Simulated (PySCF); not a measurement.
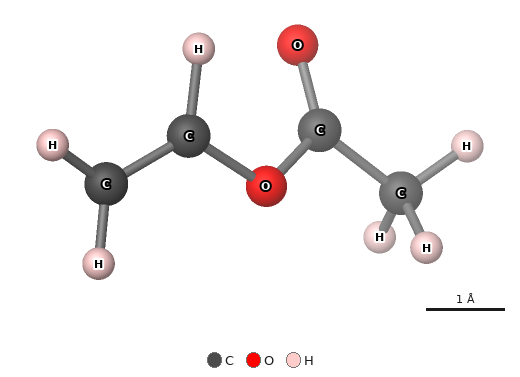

**Figure 1.** The input geometry (ball-and-stick view, seen at a tilt). Bond lengths as drawn: C–C 1.31 to 1.43 Å, C–H 1.04 to 1.13 Å and C–O 1.18 to 1.41 Å.

# Run report: C₄H₆O₂, excited-state calculation

C₄H₆O₂ (vinyl acetate), SMILES C=COC(C)=O, computed with TDDFT PBE0/def2-SVPD, vertical, gas phase, core orbitals frozen in the response (PySCF 2.14.0).

The geometry comes from this level: GFN2-xTB, MD frame at 1000 fs, 300 K. It belongs to a series of runs on one base structure; here: MD frame at 1000 fs, 300 K.

### Input
```
{"job": {"kind": "uv", "xc": "PBE0", "basis": "def2-SVPD", "nstates": 5, "ntriplets": 0}, "charge": 0, "multiplicity": 1}
C     -2.386700    -0.751000     2.162400
C     -1.817600    -0.557600     1.003200
O     -0.442700    -0.266200     0.866500
C      0.152400    -0.631800    -0.241900
C      1.490000    -0.120700    -0.236800
O     -0.303800    -1.366300    -1.049900
H     -2.023300    -0.437400     3.081800
H     -3.431400    -0.893700     2.229200
H     -2.318100    -0.767100     0.014900
H      1.900500     0.001800    -1.258600
H      1.475600     0.845400     0.295700
H      2.218200    -0.758600     0.230000
```

The first line tells a small driver script what to run in PySCF; the rest is the geometry in Å.

Hardware: 1 CPU thread, shared host.

Launch command:
```bash
OMP_NUM_THREADS=1 python <driver script> task.json out
```

### Output
```
coarse grid: 10240 points
cycle   1  E = -305.6983736680  dE =  1.079e+00  |g| = 8.428e-01  |ddm| = 5.116e+00
cycle   2  E = -305.4101821522  dE =  2.882e-01  |g| = 1.489e+00  |ddm| = 3.105e+00
cycle   3  E = -305.8283566925  dE = -4.182e-01  |g| = 2.487e-01  |ddm| = 2.238e+00
cycle   4  E = -305.8401356996  dE = -1.178e-02  |g| = 6.689e-02  |ddm| = 3.140e-01
cycle   5  E = -305.8408366000  dE = -7.009e-04  |g| = 2.195e-02  |ddm| = 7.340e-02
cycle   6  E = -305.8409433908  dE = -1.068e-04  |g| = 3.308e-03  |ddm| = 3.081e-02
cycle   7  E = -305.8409453801  dE = -1.989e-06  |g| = 1.417e-03  |ddm| = 5.933e-03
final grid: 99480 points
cycle   8  E = -305.8956829508  dE = -1.491e-05  |g| = 1.223e-02  |ddm| = 9.852e-02
cycle   9  E = -305.8956423544  dE =  4.060e-05  |g| = 1.903e-02  |ddm| = 3.513e-02
cycle  10  E = -305.8957118721  dE = -6.952e-05  |g| = 1.701e-03  |ddm| = 2.113e-02
cycle  11  E = -305.8957124394  dE = -5.673e-07  |g| = 3.630e-04  |ddm| = 2.013e-03
cycle  12  E = -305.8957124616  dE = -2.229e-08  |g| = 1.265e-04  |ddm| = 5.071e-04
cycle  13  E = -305.8957124648  dE = -3.106e-09  |g| = 4.309e-05  |ddm| = 2.124e-04
cycle  14  E = -305.8957124652  dE = -4.170e-10  |g| = 1.157e-05  |ddm| = 6.599e-05
```

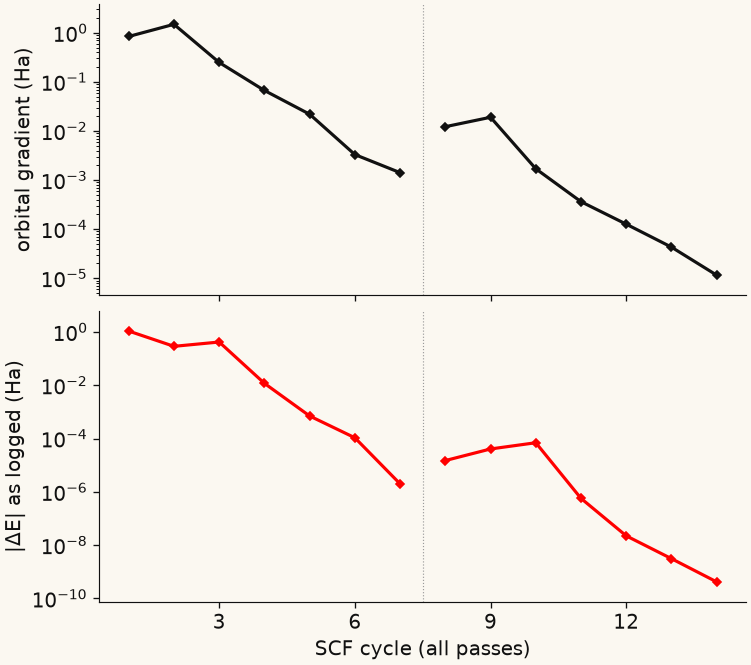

**Figure 2.** Convergence of the self-consistent field: orbital gradient and size of the energy change against the SCF cycle. The dotted line marks the change from a coarse to the final integration grid. The first 7 cycles use a coarse grid, the final grid takes over at cycle 8, and the field converges after 14 cycles in all.

```
converged SCF energy = -305.8957124652

Static polarisability (au): isotropic 57.028, principal 41.071 52.331 77.683

Singlet excitations
state   eV       nm        f      main configurations
  1   5.8064    213.5   0.00173   H-1->L 0.77, H-1->L+1 0.13
  2   6.6600    186.2   0.29260   H->L 0.83
  3   7.1727    172.9   0.02300   H-1->L+1 0.55, H->L+1 0.21, H-1->L 0.14
  4   7.2892    170.1   0.06202   H->L+1 0.58, H-1->L+1 0.17, H->L+2 0.09
  5   7.7300    160.4   0.06043   H->L+2 0.67, H->L+3 0.09, H-2->L 0.09
```

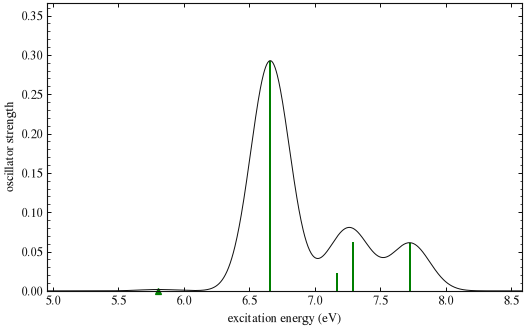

**Figure 3.** Computed excitations as sticks (degenerate states added up, dark ones marked on the axis), with a Gaussian envelope of 0.35 eV full width at half maximum, scaled to the tallest. Of the 5 states the lowest lies at 5.81 eV (f = 0.002); the strongest line is at 6.66 eV, or 186 nm (f = 0.293).

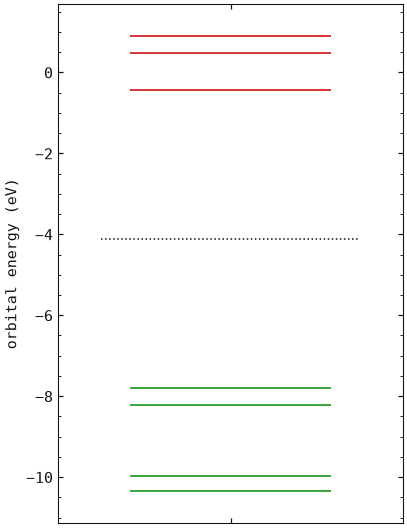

**Figure 4.** Orbital energies near the frontier; the dotted line parts filled from empty levels, and levels within 0.02 eV of each other stand side by side. Highest filled −7.80 eV, lowest empty −0.45 eV, 7.35 eV apart.

### Key numbers

- outcome: converged
- total energy: −305.895712 hartree
- HOMO: −7.80 eV
- LUMO: −0.45 eV
- dipole moment: 2.07 D
- mean polarisability: 57.03 a.u.
- lowest excitation: 5.81 eV
- wall time: 12 s
- peak memory: 0.73 GiB
